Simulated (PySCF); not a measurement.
SMILES c1c(csc1)C(=O)c1occc1 at its GFN2-xTB optimised geometry (Å):

```
18

O     -0.8774    -1.9047    -0.3932
C     -0.3522    -0.8619    -0.0426
C     -1.1078     0.4012     0.0000
C     -2.5339     0.4012     0.0000
C     -3.0577     1.6463     0.0150
S     -1.8327     2.8603     0.0071
C     -0.6024     1.6729     0.0000
C      1.0548    -0.8471     0.3632
C      1.9595    -1.8839     0.2983
C      3.1640    -1.3945     0.8363
C      2.9109    -0.1024     1.1972
O      1.6498     0.2368     0.9169
H     -3.1068    -0.5078    -0.0041
H     -4.0880     1.9406     0.0267
H      0.4214     1.9851    -0.0270
H      1.7619    -2.8603    -0.0933
H      4.0880    -1.9239     0.9446
H      3.5312     0.6469     1.6497
```

Computed with CAM-B3LYP/def2-SVP run with PySCF 2.14.0. Cells within 0.4 Å of a nucleus heavier than hydrogen are left out (blank, or x).

Map of the deformation density (molecule minus spherical neutral atoms) (e/bohr³) on the plane z = 0.6 Å:

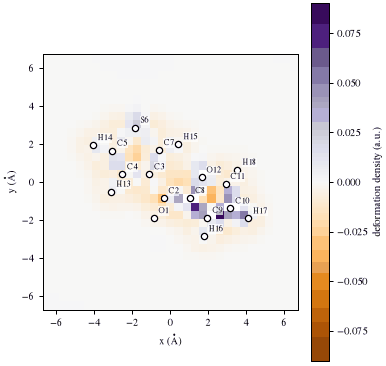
Figure: Deformation density (molecule minus spherical neutral atoms) (e/bohr³) on the plane z = 0.6 Å.
